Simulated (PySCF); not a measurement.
System: GaH (charge −1, doublet).

```yaml
atoms:
  - { symbol: Ga, position_ang: [0.0000, 0.0000, -0.0247] }
  - { symbol: H, position_ang: [0.0000, 0.0000, 1.6913] }
```

The calculation used PBE0/aug-pcseg-1, non-relativistic, at a bond length of 1.716 Å in PySCF 2.14.0.

**What will maps of the electron density, electron localisation function and spin density show?**

Ga–H (1.72 Å): ρ is about 0.68 e/Å³ halfway; the ELF climbs to about 1 towards the hydrogen.
The unpaired spin (1 electron) lies mostly on Ga1 (about 1.0), in electrons by Hirshfeld's partition.

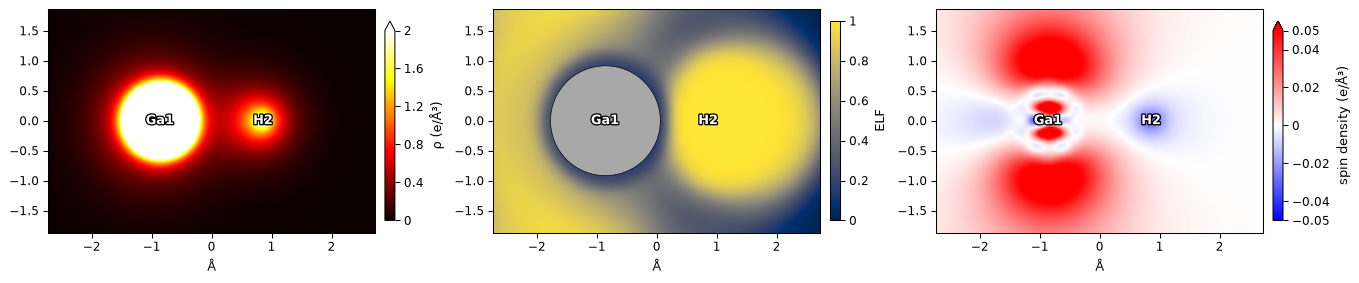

Computed electron density, electron localisation function and spin density on a plane that holds the molecular axis, in this order. Grey discs cover the atomic cores in the ELF map. 
